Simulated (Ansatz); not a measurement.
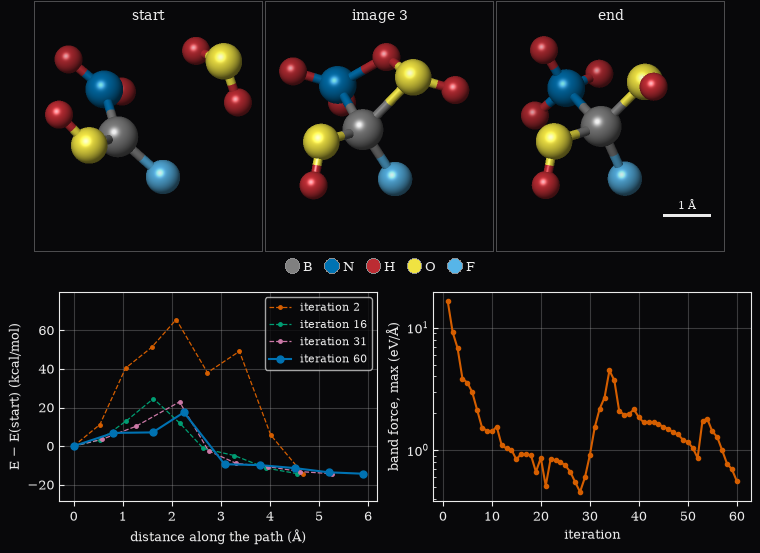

A search for the minimum-energy path of BNH₅O₂F, made up at the start of BNH₃OF and H2O by the nudged elastic band. Images are numbered from 0 (start) to 8 (end). The plot follows the band through its iterations. A ball-and-stick model, seen from a free direction.

Level of theory: RKS BHLYP-D4/def2-SVP (Ansatz 0.2.0). Set-up: 7 movable images; climbing image; force threshold 0.03 eV/Å; iteration limit 60; optimiser FIRE; starting path through a guess of the saddle point.

Judge this run.

The result isn't final. The band hadn't converged when the run stopped after 60 iterations. The largest component of the band force went from 16 to 0.56 eV/Å. The barrier read from it is provisional, though the highest image hardly moved in the last two iterations. The first iteration put the highest image at 106.8 kcal/mol. The highest point, image 3, lies 17.5 kcal/mol above the start and 31.8 kcal/mol above the end; the end is at −14.3 kcal/mol relative to the start.

Limits of the set-up: the start holds two separate molecules, 2.3 Å apart at their closest, whose relative position is a soft coordinate.
